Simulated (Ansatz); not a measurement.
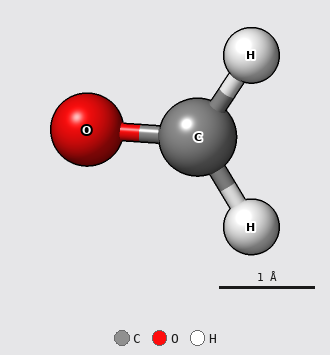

The input geometry (ball-and-stick view, seen at a tilt).

# Single-point calculation, with input and output: CH$_{2}$O

The run: single-point calculation of CH$_{2}$O. Method and program: RHF-CCSD(T), frozen core/def2-TZVPPD (Ansatz 0.2.0).

The geometry comes from this level: PBE0-D4/def2-TZVP.

### Output
```
Functional definition: HF
  name "HF"
  cite "Fock, Z. Phys. 61, 126 (1930) doi:10.1007/BF01340294"
  parent pbe
  exchange = exact_x
  correlation = 0
655 factors; integrals over basis functions are off by at most 9.7e-4 eV
mean field evaluation 1: about -3097.8079 eV, gradient 3.2e1 eV
mean field evaluation 2: about -3097.8092 eV, gradient 3.2e1 eV
mean field evaluation 4: about -3099.8406 eV, gradient 2.3e0 eV
mean field evaluation 8: about -3099.8669 eV, gradient 9.9e-4 eV
mean field evaluation 16: about -3099.8647 eV, gradient 2.8e-1 eV
mean field -3099.86689519 eV, -113.9180072329 hartree, gradient 1.6e-6 eV, S^2 0.000000; 0 other end points of the search recorded, 0 dependent functions left out
2 core orbitals not correlated: weight in the atoms' cores, before any rotation towards them, 1.000 or more for the frozen orbitals, at most 0.000 for the correlated occupied ones
reference -3099.86689519 eV, -113.9180072329 hartree; 6, 6 occupied and 103, 103 virtual orbitals, 655 factors
second order -10.75417569 eV of doubles, -0.00000000 eV of singles
cycle   1  -10.64990322 eV  change    1.0e-1 eV  update   8.3e-2
cycle   2  -10.95683959 eV  change   -3.1e-1 eV  update   2.7e-2
cycle   3  -11.04305121 eV  change   -8.6e-2 eV  update   1.4e-2
cycle   4  -11.03269941 eV  change    1.0e-2 eV  update   3.4e-3
cycle   5  -11.03308443 eV  change   -3.9e-4 eV  update   1.5e-3
cycle   6  -11.03378304 eV  change   -7.0e-4 eV  update   4.7e-4
cycle   7  -11.03361090 eV  change    1.7e-4 eV  update   1.7e-4
cycle   8  -11.03357303 eV  change    3.8e-5 eV  update   5.4e-5
cycle   9  -11.03358755 eV  change   -1.5e-5 eV  update   1.9e-5
cycle  10  -11.03358404 eV  change    3.5e-6 eV  update   4.9e-6
```

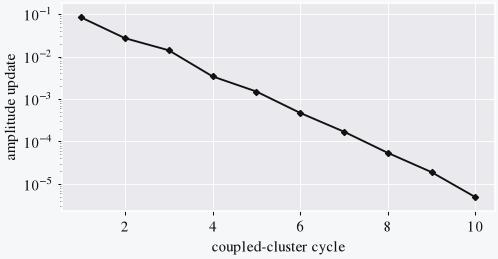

Convergence of the coupled-cluster equations: amplitude update against the coupled-cluster cycle. The residual falls at every step.

```
perturbative correction -0.45224358 eV, -0.0166196450 hartree
Total energy: -3111.35272281 eV, -114.3401036125 hartree
```

This output came from the following input.

### Input
```yaml
crystal:
  periodic: [false, false, false]
  atoms:
    - {symbol: C, position_ang: [-0.002109, -0.109210, 1.545284]}
    - {symbol: O, position_ang: [-0.714569, 0.837108, 1.352076]}
    - {symbol: H, position_ang: [-0.398014, -1.139825, 1.611342]}
    - {symbol: H, position_ang: [1.088837, -0.003642, 1.693462]}
basis:
  gaussian: {orbitals: "def2-TZVPPD.json"}
correlation: {method: ccsd_t}
```

Launched with:
```bash
ansatz run in.yaml --threads 4 --pin off --events-out ev --progress --plain --max-ram 9574MiB
```

### Key numbers

| quantity | value |
| --- | --- |
| outcome | converged |
| total energy | −3111.3527 eV |
| mean-field energy | −3099.8669 eV |
| CCSD correlation | −11.0336 eV |
| (T) correction | −0.4522 eV |
| T1 diagnostic | 0.016 |
| SCF solution under orbital rotations | stable |
| hardware | 4 threads of Arm Neoverse V2, 23 GiB of memory available, shared host |
| wall time | 0.85 s (CPU time 2.9 s) |
| peak memory | 0.44 GiB |
